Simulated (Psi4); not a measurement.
**SVWN5/cc-pVDZ run of C2H5FSi (SMILES F/C=C/[SiH3])**

Aim: the vertical ionisation energy of C2H5FSi at SVWN5/cc-pVDZ, from 2 runs. 

The results are computed with Psi4 1.11.

1 further run of the same task is left out (set aside as unsound or not needed).

**1. The molecule**

C2H5FSi: 9 atoms, total charge 0, spin state singlet. SMILES: `F/C=C/[SiH3]`. The coordinates come from a PBE0-D4/def2-TZVP relaxation.

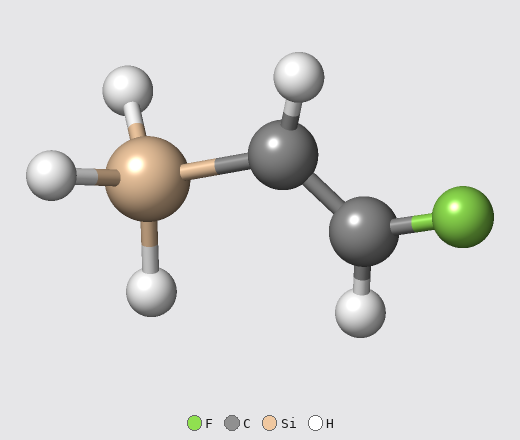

The structure, seen from a chosen angle (fluorine green, carbon grey, silicon light orange, hydrogen white).

**2. A single-point energy at SVWN5/cc-pVDZ**

The input, c2h5fsi.in:

```
memory 1600 mb

molecule system {
  F     -2.38086594     4.46145441     0.95695731
  C     -1.09282862     2.56057890    -0.09070685
  C     -0.63627079     0.41555077     1.10530081
  Si     1.16048081    -2.16373641    -0.43255831
  H     -0.49926564     3.02280591    -1.99951921
  H     -1.35323288     0.22317666     3.02091618
  H      3.48408806    -2.76958261     1.02574334
  H     -0.39060639    -4.50057174    -0.59772037
  H      1.87555318    -1.33717021    -3.02072721
  units au
  symmetry c1
}

set basis cc-pVDZ
set puream true
set e_convergence 1e-09
set d_convergence 1e-08
set scf_type pk
set dft_radial_points 99
set dft_spherical_points 590

E, wfn = energy("scf", dft_functional={"name": "SVWN5", "x_functionals": {"LDA_X": {}}, "c_functionals": {"LDA_C_VWN": {}}}, return_wfn=True)
oeprop(wfn, "DIPOLE", "LOWDIN_CHARGES", "MAYER_INDICES", title="SCF")
print_variables()
```

On the command line:

```sh
$ psi4 c2h5fsi.in c2h5fsi.out -n 1
```

c2h5fsi.out:

```text
[...]
  Running in c1 symmetry.
[...]
  Nuclear repulsion =  148.950259487801247
[...]
  Multiplicity = 1
[...]
  Nalpha       = 20
  Nbeta        = 20
[...]
    Number of basis functions: 85
[...]
   @RKS iter   1:  -465.61182396113816   -1.60333e-03   9.25353e-03 DIIS/ADIIS
[...]
   @RKS iter  13:  -465.97093291377217   -2.27374e-13   1.60463e-09 DIIS
[...]
    Orbital Energies [Eh]
    ---------------------
    Doubly Occupied:
       1A    -65.123061     2A    -24.116723     3A     -9.870543
       4A     -9.782897     5A     -5.024716     6A     -3.465843
       7A     -3.465429     8A     -3.465229     9A     -1.125217
      10A     -0.702322    11A     -0.554160    12A     -0.498565
      13A     -0.471438    14A     -0.415805    15A     -0.411535
      16A     -0.324551    17A     -0.315115    18A     -0.310997
      19A     -0.306173    20A     -0.240369
[...]
  @RKS Final Energy:  -465.97093291377217
   => Energetics <=
    Nuclear Repulsion Energy =            148.9502594878012474
    One-Electron Energy =                -941.6205098372898874
    Two-Electron Energy =                 368.1585647878609961
    DFT Exchange-Correlation Energy =     -41.4592473521444660
    Empirical Dispersion Energy =           0.0000000000000000
    VV10 Nonlocal Energy =                  0.0000000000000000
    Total Energy =                       -465.9709329137721738
[...]
 Multipole Moments:
 ------------------------------------------------------------------------------------
     Multipole            Electronic (a.u.)      Nuclear  (a.u.)        Total (a.u.)
 ------------------------------------------------------------------------------------
 L = 1.  Multiply by 2.5417464519 to convert [e a0] to [Debye]
 Dipole X            :         -3.4612707            3.5442768            0.0830062
 Dipole Y            :          6.2636920           -6.3415239           -0.0778319
 Dipole Z            :          1.5843873           -1.6992406           -0.1148533
 Magnitude           :                                                    0.1616759
[...]
```

Wall time 14 s (1 thread of Intel Xeon Platinum 8559C (Emerald Rapids), shared host); peak memory 0.71 GiB.

**3. The doublet cation**

The input, calc.dat:

```
memory 1600 mb

molecule {
  1 2
  F
  C 1 1.33558
  C 2 1.321887 1 122.76966
  Si 3 1.851822 2 121.08732 1 -179.99553
  H 2 1.085721 3 125.87484 4 0.00928
  H 3 1.08715 2 117.58484 5 -179.99853
  H 4 1.486681 3 110.82332 6 -59.90171
  H 4 1.486785 7 107.92382 3 -121.51117
  H 4 1.486711 7 109.33696 8 -118.83256
  symmetry c1
  no_reorient
  no_com
}

set {
  basis cc-pVDZ
  reference uks
  puream true
  e_convergence 1e-09
  d_convergence 1e-08
  scf_type pk
  dft_radial_points 99
  dft_spherical_points 590
  maxiter 100
}

e_tot, wfn = energy('scf', dft_functional={"name": "SVWN5", "x_functionals": {"LDA_X": {}}, "c_functionals": {"LDA_C_VWN": {}}}, return_wfn=True)
oeprop(wfn, 'MAYER_INDICES', 'QUADRUPOLE', 'DIPOLE', title='SCF')
print_variables()
```

On the command line:

```sh
$ psi4 -n 1 calc.dat calc.out
```

calc.out:

```text
[...]
  Running in c1 symmetry.
[...]
  Nuclear repulsion =  148.950236211460322
[...]
  Multiplicity = 2
[...]
  Nalpha       = 20
  Nbeta        = 19
[...]
    Number of basis functions: 85
[...]
   @UKS iter   1:  -465.35006826609947    2.60152e-01   8.11195e-03 DIIS/ADIIS
[...]
   @UKS iter  14:  -465.60861020842805   -7.78755e-12   6.61596e-09 DIIS
[...]
   @S^2 Observed:                7.513406299E-01
[...]
    Orbital Energies [Eh]
    ---------------------
    Alpha Occupied:
       1A    -65.346269     2A    -24.383166     3A    -10.147738
       4A    -10.061795     5A     -5.249575     6A     -3.691015
       7A     -3.690975     8A     -3.688864     9A     -1.381750
      10A     -0.977915    11A     -0.801054    12A     -0.739914
      13A     -0.717447    14A     -0.672177    15A     -0.658576
      16A     -0.569103    17A     -0.556778    18A     -0.552485
      19A     -0.514596    20A     -0.505915
    Alpha Virtual:
      21A     -0.306494    22A     -0.198293    23A     -0.187708
      24A     -0.165129    25A     -0.162631    26A     -0.134661
[...]
  @UKS Final Energy:  -465.60861020842805
   => Energetics <=
    Nuclear Repulsion Energy =            148.9502362114603216
    One-Electron Energy =                -931.9303912378759378
    Two-Electron Energy =                 358.4858734369058766
    DFT Exchange-Correlation Energy =     -41.1143286189183783
    Empirical Dispersion Energy =           0.0000000000000000
    VV10 Nonlocal Energy =                  0.0000000000000000
    Total Energy =                       -465.6086102084280469
[...]
 Multipole Moments:
 ------------------------------------------------------------------------------------
     Multipole            Electronic (a.u.)      Nuclear  (a.u.)        Total (a.u.)
 ------------------------------------------------------------------------------------
 L = 1.  Multiply by 2.5417464519 to convert [e a0] to [Debye]
 Dipole X            :         -0.0000097           -0.0000426           -0.0000522
 Dipole Y            :          1.3210741           -1.5861126           -0.2650385
 Dipole Z            :         -6.4381871            7.2903023            0.8521152
 Magnitude           :                                                    0.8923820
 L = 2.  Multiply by 1.3450342976 to convert [e a0^2] to [Debye ang]
 Quadrupole XX       :        -30.7725081           10.3226019          -20.4499063
 Quadrupole XY       :         -0.0034898            0.0036032            0.0001134
[...]
```

Run time: 24 s. Hardware: 1 thread of Intel Xeon Platinum 8559C (Emerald Rapids), shared host; peak memory 0.71 GiB.

**4. What came out**

At SVWN5/cc-pVDZ:

| quantity | value |
| --- | --- |
| singlet C2H5FSi: total energy | -465.97093 Eh |
| singlet C2H5FSi: dipole moment | 0.41 D |
| singlet C2H5FSi: HOMO energy | -6.54 eV |
| singlet C2H5FSi: LUMO energy | -1.18 eV |
| singlet C2H5FSi: HOMO–LUMO gap | 5.36 eV |
| doublet cation: total energy | -465.60861 Eh |
| doublet cation: HOMO energy (highest over α and β) | -13.77 eV |
| doublet cation: LUMO energy (lowest over α and β) | -13.10 eV |
| doublet cation: ⟨S²⟩ | 0.751 |
| vertical ionisation energy (to the doublet cation) | 9.859 eV |

The vertical ionisation energy comes to 9.86 eV (227 kcal/mol). −ε(HOMO) before ionisation, 6.54 eV, is 3.32 eV below this ionisation energy.
